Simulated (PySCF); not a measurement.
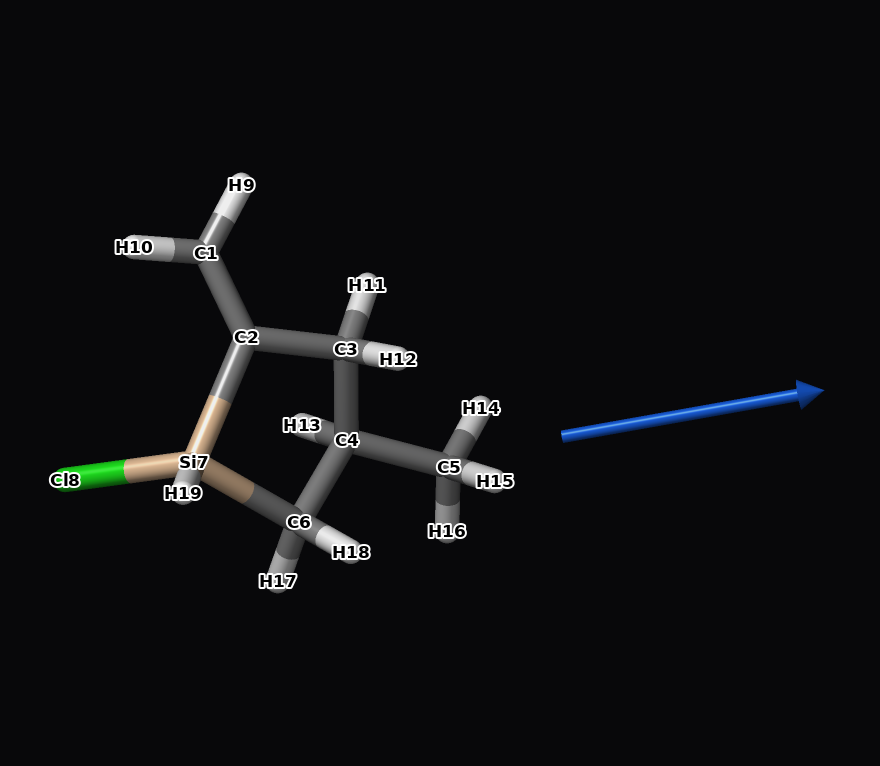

The arrow beside the molecule shows the direction of the dipole moment, from the negative to the positive end (its length means nothing). Computed geometry: GFN2-xTB optimisation. No frequency run is at hand to confirm it as a minimum. Method: PBE0/pcSseg-1, gas phase (PySCF 2.14.0).

> Estimate the dipole moment.

1.88 D; it points from the side of Cl8 to the side of H14, H15 (the outermost atoms at the two ends).

The geometry is semi-empirical. Around Si such bond lengths and angles can be off by a tenth of an ångström or more and by several degrees, and values that hang on the shape move with them.
